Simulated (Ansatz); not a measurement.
## Run report: Si3N2H9O, geometry relaxation (part 2 of 3)

The same run, continued: Si3N2H9O, multiplicity 2; UKS PBE0-D4/def2-TZVP (Ansatz 0.2.0). 

Geometry of the input (Å):
```
Si 0.8628  -0.2117  0.5502
N  1.3051  -0.4122  -1.2122
Si 0.8017  0.5672  -2.5422
N  -0.7168  0.4965  0.2764
Si -1.6124  1.5200  1.3345
O  0.8604  -0.1496  2.2570
H  2.2825  -0.6665  -1.2923
H  1.0675  2.0274  -2.3933
H  1.4752  0.1112  -3.7899
H  -0.6733  0.4267  -2.7325
H  -1.0600  0.4978  -0.6751
H  -0.9403  2.8049  1.6652
H  -2.9201  1.8144  0.6890
H  -1.8852  0.8296  2.6320
H  0.0116  -0.1234  2.7197
```

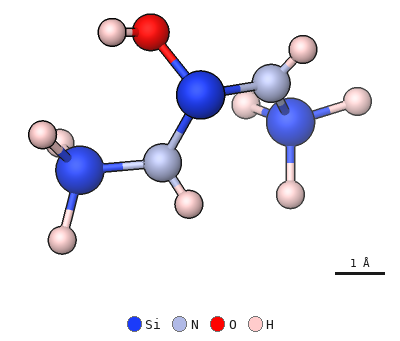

The geometry at step 10 of the log (ball-and-stick view, seen at a tilt).

Trajectory as extended XYZ, continued:
```
15
Properties=species:S:1:pos:R:3:forces:R:3 step=3 energy=-28795.62598
Si    0.8407   -0.1779    0.5243   -0.1662  -0.5125   0.1066
N     1.3112   -0.3319   -1.1590    0.7405  -0.0646  -0.0733
Si    0.8111    0.5924   -2.5512    0.0667   0.0360   0.0044
N    -0.6962    0.5450    0.2613   -0.1845   0.1762   0.0484
Si   -1.6444    1.5054    1.3511    0.0455  -0.0305  -0.0508
O     0.8924   -0.1616    2.2012   -0.0295   0.1728  -0.1144
H     2.2017   -0.8289   -1.2703   -0.5701   0.2621   0.0440
H     1.1114    2.0434   -2.4108   -0.0246  -0.0169  -0.0071
H     1.5004    0.0806   -3.7645   -0.0195  -0.0217   0.0144
H    -0.6622    0.4626   -2.7362    0.0079  -0.0133  -0.0092
H    -1.0679    0.4936   -0.6794    0.0166  -0.0020   0.0488
H    -0.9777    2.7882    1.6956   -0.0323   0.0083   0.0018
H    -2.9550    1.7756    0.7090    0.0046  -0.0020   0.0073
H    -1.8678    0.7714    2.6311    0.0088  -0.0102  -0.0043
H     0.0610   -0.0256    2.6844    0.1360   0.0181  -0.0162
15
Properties=species:S:1:pos:R:3:forces:R:3 step=4 energy=-28795.71826
Si    0.7990   -0.2361    0.5086   -0.6775  -1.0961   0.2016
N     1.3322   -0.2972   -1.1346    0.8111   0.2401  -0.4249
Si    0.8194    0.6031   -2.5476    0.1701   0.0094   0.1649
N    -0.6925    0.5712    0.2472   -0.3781   0.2666   0.1026
Si   -1.6469    1.5076    1.3552    0.1064  -0.1141  -0.1549
O     0.9000   -0.1690    2.1679    0.1702   0.4143   0.1860
H     2.1760   -0.8587   -1.2524   -0.3826   0.1829  -0.0391
H     1.1123    2.0547   -2.4195   -0.0228   0.0045  -0.0377
H     1.5095    0.0632   -3.7467    0.0033  -0.0106   0.0080
H    -0.6506    0.4602   -2.7407   -0.0049  -0.0237   0.0124
H    -1.0787    0.5073   -0.6865    0.0053   0.0329   0.0387
H    -0.9990    2.7965    1.7108   -0.0284   0.0127   0.0108
H    -2.9657    1.7627    0.7263   -0.0142   0.0140   0.0061
H    -1.8481    0.7480    2.6241    0.0165   0.0077   0.0208
H     0.0916    0.0190    2.6744    0.2256   0.0592  -0.0954
15
Properties=species:S:1:pos:R:3:forces:R:3 step=5 energy=-28796.10753
Si    0.6793   -0.3926    0.4743   -1.6238  -0.6138   0.3259
N     1.3494   -0.2497   -1.0873    1.8097  -0.4854  -0.5249
Si    0.8417    0.6398   -2.5147    0.2307  -0.0811   0.4617
N    -0.7248    0.5747    0.2115   -0.6427   0.1875   0.1449
Si   -1.6583    1.5043    1.3422    0.1794  -0.2557  -0.2269
O     0.9531   -0.1460    2.0872    0.1994   0.5386   0.4004
H     2.1221   -0.9291   -1.2242   -0.7983   0.7351  -0.1463
H     1.1392    2.0895   -2.4043   -0.0233   0.0177  -0.0376
H     1.5461    0.0678   -3.6894    0.0241  -0.0122   0.0219
H    -0.6245    0.4872   -2.7269    0.0056  -0.0126  -0.0063
H    -1.1493    0.4745   -0.7040    0.0155   0.0669   0.1261
H    -1.0159    2.7953    1.7033   -0.0271   0.0182  -0.0195
H    -2.9983    1.7481    0.7545   -0.0180   0.0377   0.0245
H    -1.8066    0.7263    2.6094    0.0027   0.0466   0.0456
H     0.2055    0.1421    2.6549    0.6661  -0.1873  -0.5894
15
Properties=species:S:1:pos:R:3:forces:R:3 step=6 energy=-28796.37112
Si    0.5995   -0.4459    0.4475   -1.4229  -0.1722   0.1021
N     1.3446   -0.2631   -1.0875    1.6681  -1.0041   0.1268
Si    0.8931    0.6642   -2.4847    0.0156  -0.0737   0.1170
N    -0.7986    0.5523    0.2099   -0.2719  -0.0879  -0.0630
Si   -1.6950    1.4881    1.3484   -0.0205  -0.1179   0.0093
O     1.0284   -0.1134    2.0077    0.0446   0.5682   0.3703
H     2.0467   -1.0170   -1.2497   -0.7873   1.0073  -0.0372
H     1.2092    2.1087   -2.3645    0.0002   0.0145   0.0113
H     1.6118    0.0799   -3.6450    0.0278   0.0342  -0.0103
H    -0.5696    0.5289   -2.7306   -0.0124   0.0505  -0.0456
H    -1.2514    0.4364   -0.6903    0.0465   0.0550   0.1082
H    -1.0484    2.7834    1.6883   -0.0010   0.0200  -0.0356
H    -3.0498    1.7358    0.7953   -0.0064   0.0279   0.0231
H    -1.8145    0.7262    2.6304    0.0220   0.0582   0.0090
H     0.3524    0.2679    2.6113    0.6976  -0.3802  -0.6854
15
Properties=species:S:1:pos:R:3:forces:R:3 step=7 energy=-28796.65673
Si    0.4674   -0.5204    0.4174   -0.1373   0.3753   0.2247
N     1.3583   -0.2877   -1.0514    0.4548  -0.5607   0.3164
Si    0.9339    0.6643   -2.4425   -0.0085  -0.0921   0.0625
N    -0.8970    0.5112    0.2043   -0.2443  -0.0697  -0.1301
Si   -1.7377    1.4773    1.3565   -0.0567   0.0381   0.1326
O     1.1172   -0.0756    1.8873   -0.2704   0.2306  -0.0778
H     2.0303   -1.0377   -1.2288   -0.2481   0.4453  -0.0408
H     1.2565    2.1076   -2.3131    0.0220  -0.0072   0.0750
H     1.6703    0.1019   -3.6051    0.0213   0.0135   0.0280
H    -0.5265    0.5691   -2.7396    0.0376  -0.0002   0.0150
H    -1.3540    0.4184   -0.6939   -0.0446   0.0284   0.0325
H    -1.0640    2.7724    1.6549    0.0005  -0.0241  -0.0662
H    -3.1010    1.7486    0.8340    0.0005  -0.0047   0.0485
H    -1.8173    0.7482    2.6618   -0.0014   0.0391  -0.0702
H     0.5224    0.3347    2.5445    0.4748  -0.4114  -0.5500
15
Properties=species:S:1:pos:R:3:forces:R:3 step=8 energy=-28796.76352
Si    0.4034   -0.5205    0.3952    0.0564  -0.1935  -0.2259
N     1.3495   -0.3267   -1.0365    0.0730  -0.1229   0.0634
Si    0.9725    0.6725   -2.4033   -0.0801  -0.0244   0.0522
N    -0.9980    0.4635    0.1833   -0.0553   0.0930   0.0258
Si   -1.7510    1.4916    1.3496   -0.0354   0.0687   0.0316
O     1.1675   -0.0408    1.7791   -0.1011   0.2148  -0.1544
H     2.0353   -1.0471   -1.2286   -0.0701   0.1034   0.1097
H     1.2781    2.1116   -2.1913    0.0353  -0.0255   0.0174
H     1.7506    0.1557   -3.5623    0.0020   0.0439   0.0450
H    -0.4787    0.5828   -2.7316    0.0142   0.0116  -0.0635
H    -1.5213    0.3118   -0.6692    0.0336  -0.0075   0.0467
H    -1.0425    2.7896    1.5384   -0.0189  -0.0512  -0.0496
H    -3.1464    1.7578    0.9142    0.0226  -0.0168   0.0359
H    -1.7535    0.8178    2.6845    0.0104   0.0275  -0.0405
H     0.5932    0.3127    2.4651    0.1134  -0.1211   0.1062
15
Properties=species:S:1:pos:R:3:forces:R:3 step=9 energy=-28796.82590
Si    0.3237   -0.5588    0.3795    0.2278   0.3862  -0.1946
N     1.2848   -0.4041   -1.0368   -0.0825  -0.1742  -0.0862
Si    0.9714    0.6719   -2.3598   -0.0331  -0.0120   0.1018
N    -1.0484    0.4667    0.1521   -0.1210  -0.1908  -0.1734
Si   -1.7506    1.5177    1.3297    0.1496   0.0027   0.0726
O     1.1792    0.0917    1.6299   -0.2127   0.0090   0.5360
H     2.0328   -1.0703   -1.1732   -0.0658   0.0581   0.0123
H     1.2310    2.1028   -2.0393    0.0004  -0.0672   0.0139
H     1.8543    0.2482   -3.4724    0.0470   0.0131  -0.0737
H    -0.4458    0.5683   -2.8087    0.0225   0.0077  -0.0271
H    -1.6058    0.2721   -0.6687   -0.0701   0.0190   0.0410
H    -1.0593    2.8288    1.4054   -0.0142   0.0512  -0.0163
H    -3.1787    1.7337    1.0012   -0.0597  -0.0111  -0.0097
H    -1.6322    0.8914    2.6806   -0.0339   0.0248  -0.0183
H     0.7023    0.1721    2.4669    0.2456  -0.1164  -0.1783
15
Properties=species:S:1:pos:R:3:forces:R:3 step=10 energy=-28796.83098
Si    0.3192   -0.5298    0.3831    0.1666   0.2194   0.0421
N     1.2360   -0.4575   -1.0701   -0.1630   0.0583   0.0963
Si    0.9690    0.6636   -2.3641    0.0599   0.1740  -0.1140
N    -1.0817    0.4619    0.1531    0.1558  -0.2185  -0.1617
Si   -1.7475    1.5487    1.3202    0.0112   0.0183   0.1508
O     1.1866    0.1486    1.6290   -0.8974  -0.3671   1.4784
H     2.0268   -1.0775   -1.1645   -0.0469  -0.0134   0.0097
H     1.2196    2.0824   -1.9708   -0.0884  -0.1229   0.0052
H     1.9212    0.3259   -3.4577   -0.0273  -0.0502   0.0301
H    -0.4211    0.5695   -2.9083    0.1118  -0.0031   0.0889
H    -1.6664    0.2283   -0.6380   -0.0442   0.0201   0.0499
H    -1.0992    2.8874    1.3004   -0.0319  -0.0324  -0.0004
H    -3.2004    1.6973    1.0516   -0.0049   0.0256  -0.0334
H    -1.5812    0.9793    2.6934    0.0125   0.0620  -0.0821
H     0.7777    0.0043    2.5292    0.7863   0.2298  -1.5597
15
Properties=species:S:1:pos:R:3:forces:R:3 step=11 energy=-28796.86781
Si    0.3031   -0.5162    0.3911   -0.1547  -0.1831  -0.3917
N     1.2343   -0.4090   -1.0424    0.0677  -0.0997   0.0631
Si    0.9751    0.7052   -2.3424   -0.0862   0.0022  -0.0629
N    -1.1158    0.4185    0.0979    0.0543  -0.0542   0.2505
Si   -1.7023    1.5468    1.2794   -0.1453  -0.0082  -0.0272
O     1.0638    0.1966    1.6594    0.2326   0.1629   0.2078
H     1.9961   -1.0612   -1.1478    0.0511   0.0146  -0.0251
H     1.2001    2.1173   -1.9412   -0.0013   0.0118   0.0068
H     1.9275    0.3513   -3.4311   -0.0082   0.0021   0.0396
H    -0.4130    0.5971   -2.8712    0.0461   0.0136  -0.0289
H    -1.7664    0.0759   -0.5943   -0.0043   0.0919   0.0146
H    -1.0396    2.8704    1.1818    0.0330   0.0083  -0.0056
H    -3.1599    1.7211    1.0437   -0.0079   0.0162   0.0176
H    -1.4911    1.0300    2.6631   -0.0649   0.0390  -0.0595
H     0.8466   -0.1115    2.5404   -0.0120  -0.0174   0.0011
15
Properties=species:S:1:pos:R:3:forces:R:3 step=12 energy=-28796.82154 accepted=F
Si    0.3402   -0.5728    0.3939    0.3715   0.0474   0.6650
N     1.2211   -0.4672   -1.0658   -0.0343   0.2919  -0.3323
Si    0.9197    0.6789   -2.3466    0.2506  -0.0632   0.2183
N    -1.0892    0.3552    0.2258   -0.6247   0.1755  -0.7940
Si   -1.7458    1.5513    1.2771    0.2170   0.2385   0.3242
O     1.1916    0.1347    1.6466   -0.1734  -0.1865  -0.3817
H     2.0493   -1.0362   -1.1809   -0.1470  -0.0031   0.0610
H     1.0503    2.0921   -1.8983   -0.0467  -0.0483   0.0075
H     1.9391    0.4119   -3.3879    0.0441  -0.0059  -0.0873
H    -0.4233    0.5172   -2.9578   -0.0974  -0.0467   0.0490
H    -1.6581    0.2434   -0.6082    0.2166  -0.2720   0.0681
H    -0.9620    2.8166    1.2346   -0.1385   0.0376  -0.0234
H    -3.1819    1.8222    0.9671    0.1829  -0.0771  -0.1436
H    -1.6701    1.0305    2.6529   -0.0210  -0.0166   0.3268
H     0.8777   -0.0454    2.5341    0.0004  -0.0716   0.0422
15
Properties=species:S:1:pos:R:3:forces:R:3 step=13 energy=-28796.89089
Si    0.3170   -0.5351    0.3938   -0.0402  -0.0615  -0.1119
N     1.2292   -0.4208   -1.0512    0.0268  -0.0195   0.0046
Si    0.9577    0.7022   -2.3436   -0.0112  -0.0036  -0.0089
N    -1.1121    0.3931    0.1475    0.0126  -0.0178   0.0735
Si   -1.7182    1.5572    1.2804   -0.0619   0.0429  -0.0243
O     1.1075    0.1767    1.6555    0.0766   0.0409   0.0936
H     2.0180   -1.0418   -1.1534   -0.0004   0.0089  -0.0111
H     1.1558    2.1155   -1.9303   -0.0077   0.0005   0.0067
H     1.9279    0.3710   -3.4212   -0.0010   0.0042   0.0057
H    -0.4207    0.5783   -2.8900    0.0082  -0.0021  -0.0099
H    -1.7462    0.0990   -0.5804   -0.0091   0.0098  -0.0171
H    -1.0173    2.8636    1.1869    0.0059  -0.0116   0.0013
H    -3.1605    1.7604    0.9815    0.0041   0.0103  -0.0025
H    -1.5843    1.0632    2.6769   -0.0095   0.0031   0.0110
H     0.9049   -0.1501    2.5340    0.0069  -0.0046  -0.0106
15
Properties=species:S:1:pos:R:3:forces:R:3 step=14 energy=-28796.89542
Si    0.3285   -0.5501    0.4005    0.0101   0.0114   0.0306
N     1.2279   -0.4223   -1.0519   -0.0185   0.0381  -0.0093
Si    0.9399    0.7049   -2.3378    0.0007   0.0038   0.0103
N    -1.1115    0.3669    0.1773   -0.1099  -0.0073  -0.0927
Si   -1.7238    1.5673    1.2700    0.0200   0.0212  -0.0008
O     1.1320    0.1585    1.6629   -0.0205  -0.0355   0.0211
H     2.0281   -1.0264   -1.1591    0.0226  -0.0266  -0.0051
H     1.0996    2.1193   -1.9088   -0.0101  -0.0135  -0.0010
H     1.9259    0.4065   -3.4104   -0.0002   0.0040   0.0072
H    -0.4297    0.5527   -2.8990   -0.0019  -0.0012  -0.0019
H    -1.7358    0.0928   -0.5716    0.0950   0.0138   0.0932
H    -0.9832    2.8525    1.1767   -0.0106  -0.0122  -0.0051
H    -3.1510    1.8049    0.9208    0.0333  -0.0117   0.0059
H    -1.6374    1.0962    2.6789   -0.0230   0.0033  -0.0049
H     0.9493   -0.1914    2.5379    0.0129   0.0123  -0.0474
15
Properties=species:S:1:pos:R:3:forces:R:3 step=15 energy=-28796.89741
Si    0.3311   -0.5585    0.4051    0.0044   0.0166  -0.0170
N     1.2281   -0.4191   -1.0484    0.0012  -0.0096   0.0033
Si    0.9273    0.7123   -2.3272   -0.0066  -0.0024   0.0081
N    -1.1125    0.3536    0.1832   -0.0002  -0.0100  -0.0069
Si   -1.7138    1.5767    1.2557   -0.0070   0.0051   0.0010
O     1.1303    0.1511    1.6677    0.0057  -0.0104   0.0117
H     2.0249   -1.0269   -1.1655    0.0014   0.0013  -0.0038
H     1.0517    2.1242   -1.8811   -0.0069  -0.0051  -0.0010
H     1.9305    0.4443   -3.3917    0.0016   0.0056   0.0026
H    -0.4327    0.5370   -2.9050   -0.0022   0.0003  -0.0044
H    -1.7397    0.0606   -0.5522    0.0040   0.0044   0.0044
H    -0.9549    2.8490    1.1495    0.0042  -0.0036  -0.0030
H    -3.1327    1.8267    0.8881    0.0048   0.0028  -0.0035
H    -1.6561    1.1261    2.6718   -0.0047   0.0002   0.0051
H     0.9771   -0.2249    2.5363    0.0004   0.0046   0.0033
15
Properties=species:S:1:pos:R:3:forces:R:3 step=16 energy=-28796.89870
Si    0.3397   -0.5725    0.4124    0.0048   0.0112  -0.0067
N     1.2291   -0.4176   -1.0441    0.0115  -0.0127  -0.0041
Si    0.9021    0.7173   -2.3136    0.0016   0.0293   0.0057
N    -1.1088    0.3319    0.1962    0.0123   0.0077   0.0186
Si   -1.6998    1.5874    1.2377   -0.0037   0.0053  -0.0166
O     1.1360    0.1339    1.6788    0.0017  -0.0168   0.0244
H     2.0290   -1.0191   -1.1728   -0.0024   0.0072  -0.0030
H     0.9630    2.1272   -1.8444   -0.0019  -0.0284  -0.0062
H     1.9340    0.5059   -3.3651   -0.0233   0.0017   0.0150
H    -0.4426    0.5019   -2.9163    0.0156  -0.0067  -0.0015
H    -1.7348    0.0331   -0.5368   -0.0284  -0.0044  -0.0184
H    -0.9024    2.8355    1.1214    0.0016  -0.0101   0.0129
H    -3.1013    1.8704    0.8282    0.0093  -0.0040   0.0072
H    -1.6899    1.1620    2.6636    0.0011   0.0047  -0.0124
H     1.0053   -0.2649    2.5413    0.0002   0.0160  -0.0151
15
Properties=species:S:1:pos:R:3:forces:R:3 step=17 energy=-28796.89900
Si    0.3439   -0.5794    0.4149    0.0021   0.0060  -0.0117
N     1.2315   -0.4157   -1.0419    0.0179  -0.0108   0.0128
Si    0.8875    0.7215   -2.3045   -0.0089  -0.0002  -0.0270
N    -1.1068    0.3219    0.1987   -0.0076   0.0164  -0.0049
Si   -1.6888    1.5946    1.2247    0.0018  -0.0216   0.0270
O     1.1370    0.1253    1.6841    0.0033  -0.0189   0.0306
H     2.0345   -1.0118   -1.1765   -0.0041   0.0096  -0.0016
H     0.9084    2.1280   -1.8210   -0.0038  -0.0383  -0.0171
H     1.9306    0.5402   -3.3510   -0.0122   0.0151   0.0254
H    -0.4426    0.4708   -2.9280    0.0159   0.0174   0.0179
H    -1.7352    0.0169   -0.5305   -0.0117   0.0064   0.0052
H    -0.8639    2.8259    1.1195   -0.0126  -0.0122  -0.0103
H    -3.0820    1.8953    0.7997    0.0180   0.0092  -0.0065
H    -1.7064    1.1785    2.6537    0.0026   0.0003  -0.0155
H     1.0109   -0.2797    2.5445   -0.0009   0.0216  -0.0244
```
